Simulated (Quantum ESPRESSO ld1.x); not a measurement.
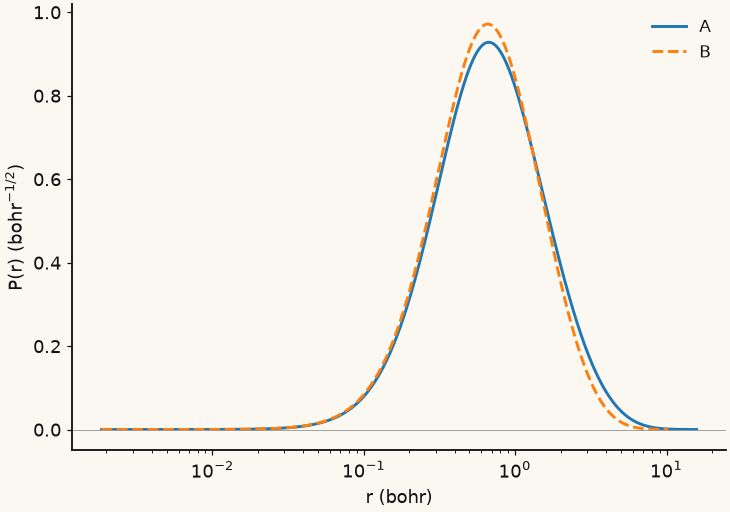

Two charge states of cobalt were computed: Co in [Ar] 3d7 4s2 (high spin); Co⁻ in [Ar] 3d8 4s2 (high spin). Method: non-relativistic Kohn-Sham, LDA (Slater exchange, Perdew-Zunger correlation), spin-polarised, spherical densities, point nucleus, Perdew-Zunger self-interaction correction; computed with Quantum ESPRESSO ld1.x 7.5.

The plot shows P(r) = r R(r) of the 3d up orbital in both runs.

### Which curve belongs to which run?

A is Co⁻ in [Ar] 3d8 4s2 (high spin) (⟨r⟩ = 1.13 bohr, eigenvalue −6.79 eV); B is Co in [Ar] 3d7 4s2 (high spin) (⟨r⟩ = 1.02 bohr, eigenvalue −18.7 eV). Fewer electrons screen less, so the orbital shrinks.
